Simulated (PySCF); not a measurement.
C₇H₆OSe, SMILES O=Cc1ccc([SeH])cc1 at its GFN2-xTB optimised geometry (Å):

```
15

O     -2.5616    -2.7139     0.0034
C     -1.3601    -2.6188     0.0012
C     -0.6100    -1.3604     0.0000
C     -1.2940    -0.1420    -0.0006
C     -0.6047     1.0500    -0.0008
C      0.7873     1.0383    -0.0002
Se     1.7962     2.6551     0.0008
C      1.4797    -0.1702     0.0000
C      0.7857    -1.3604     0.0000
H     -0.7158    -3.5211    -0.0002
H     -2.3738    -0.1586    -0.0007
H     -1.1385     1.9905    -0.0012
H      0.6363     3.5211    -0.0011
H      2.5616    -0.1650     0.0002
H      1.3213    -2.2990     0.0001
```

Computed with B3LYP/def2-TZVP (PySCF). Cells within 0.4 Å of a nucleus heavier than hydrogen are left out (blank, or x).

Map of the electron localisation function on the plane z = 0.0 Å:

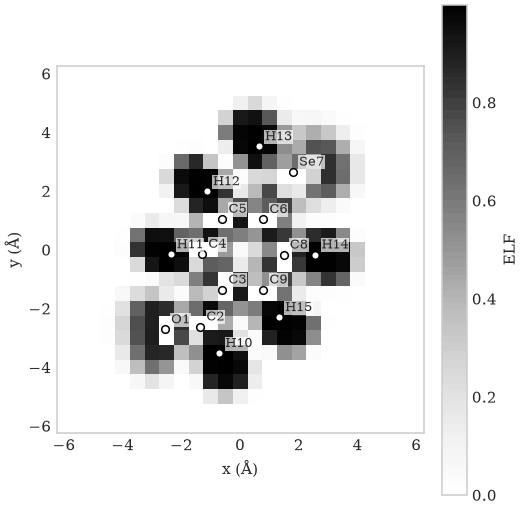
Electron localisation function on the plane z = 0.0 Å.
